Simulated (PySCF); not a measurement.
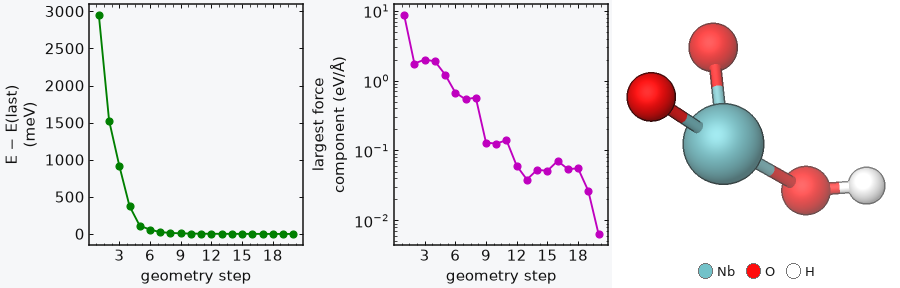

Beside the plot: the molecule at the start.

History of a geometry optimisation. The start has point group C1, which is kept. A held symmetry can leave a saddle point.

- system: NbO2OH molecule
- method: RKS-based PBE0, Nb def2-SVP with ECP28, O def2-SVP, H def2-SVP; non-relativistic Hamiltonian with scalar-relativistic core potentials; density fitting (PySCF 2.14.0)

Question: How did it end, and what did it gain?

Answer: The optimisation met its thresholds at geometry 20, counting the start as the first. The energy fell by about 2900 meV from the first step to the last. The largest force component goes from about 8.7 eV/Å at the start to 6 × 10⁻³ eV/Å at the end.
